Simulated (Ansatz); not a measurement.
## Electronic structure of As4Ga5 (charge +1) in real space

Input

```
crystal:
  periodic: [false, false, false]
  atoms:
    - {symbol: Ga, position_ang: [-2.191860, -1.034457, 0.141807]}
    - {symbol: Ga, position_ang: [1.169956, 2.672116, 2.412159]}
    - {symbol: Ga, position_ang: [0.479534, -1.410863, 2.261280]}
    - {symbol: Ga, position_ang: [1.537105, -1.849723, -3.120241]}
    - {symbol: Ga, position_ang: [-1.408492, 2.171934, -0.792550]}
    - {symbol: As, position_ang: [-0.461669, -0.125994, -1.973534]}
    - {symbol: As, position_ang: [-0.705103, 1.004464, 1.613314]}
    - {symbol: As, position_ang: [1.096955, 0.494182, -0.097862]}
    - {symbol: As, position_ang: [0.483563, -1.921660, -0.444353]}
basis:
  gaussian: {orbitals: def2-TZVP, initial_orbitals: start.molden}
total_charge: 1
hamiltonian: {xc: pbe0, dispersion: d4}
scf: {omitted_lower_state_checks: [starts]}
output: {orbitals: {seedname: orbitals}}
```

Run with:

```sh
ansatz run in.yaml --threads 6 --pin off --events-out ev --progress --plain --max-ram 7833MiB
```

Geometry: PBE-D4/def2-SVP.

The calculation used RKS PBE0-D4/def2-TZVP in Ansatz 0.2.0.

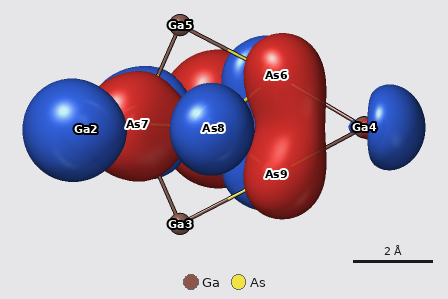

Figure 1. The HOMO at ±0.06 Å⁻³ᐟ² (red and blue are the two phases), seen across its widest extent.

Q: Describe this orbital and give its energy.

A: It lies mainly on Ga1 (about 30 %), As7 (about 20 %), Ga2 (about 10 %), As8 (about 10 %), As6 (about 10 %) and As9 (about 10 %). Its energy is −8.93 eV.

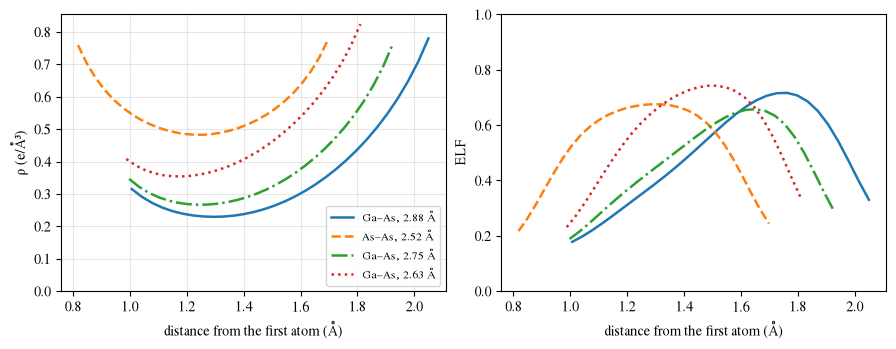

Figure 2. Electron density and electron localisation function along straight lines between neighbouring atoms. The curves leave out the atomic cores.

Q: What can be read from the curves?

A: Ga–As (2.88 Å): the density is about 0.24 e/Å³ at the midpoint; the ELF peaks at about 0.70 in the valence shell of As, 1.1 Å from its nucleus, and is about 0.50 at the midpoint.
As–As (2.52 Å): ρ at the midpoint is about 0.48 e/Å³; the ELF peaks at about 0.70 between the atoms.
Ga–As (2.75 Å): ρ is about 0.28 e/Å³ halfway; the ELF peaks at about 0.65 in the valence shell of As, 1.1 Å from its nucleus, and is about 0.50 at the midpoint.
Ga–As (2.63 Å): the density is about 0.38 e/Å³ at the midpoint; the ELF peaks at about 0.75 in the valence shell of As, 1.1 Å from its nucleus, and is about 0.65 at the midpoint.

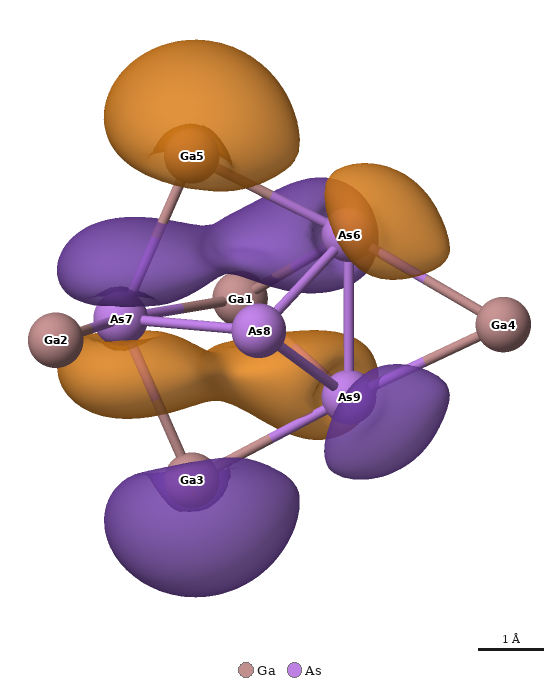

Figure 3. The HOMO−1 at ±0.08 Å⁻³ᐟ² (orange and purple are the two phases), seen at a tilt.

Q: What is the character of this orbital?

A: Its weight (Hirshfeld) is mainly on Ga3 (about 25 %), Ga5 (about 25 %), As7 (about 15 %), As6 (about 15 %), As9 (about 15 %) and Ga1 (about 5 %). Its energy is −9.27 eV.
